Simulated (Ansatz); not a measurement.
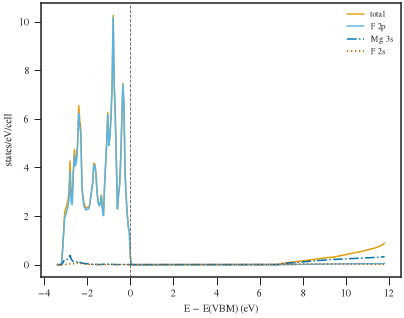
Total and projected density of states of MgF2 (CdI2 type, space group No. 164), PBE+D3(BJ) (plane waves, PAW; program Ansatz)

### Question
Which orbitals carry the states next to the gap?

### Answer
Top 1 eV of the valence band: F 2p 99 %. Bottom 1 eV of the conduction band: Mg 3s 74 %, F 2s 18 %. Projections are on Löwdin-orthogonalised atomic valence shells; empty p or d shells of many metals are not among them.

### Question
Where is the tallest occupied peak in this window, and what makes it?

### Answer
Near -0.8 eV, about 10 states/eV per cell; the largest projected share is F 2p.

Space group P-3m1 (CdI2 type). The start of the workflow was typed in or built on a structure type; neither database checked (COD, Materials Project) lists it. It is not the phase usual at ambient conditions (space group No. 136). The cell was relaxed with PBE+D3(BJ) under the symmetry of its start; its stability against distortions is not shown here.

Potentials: the earlier of the program's two PAW sets.
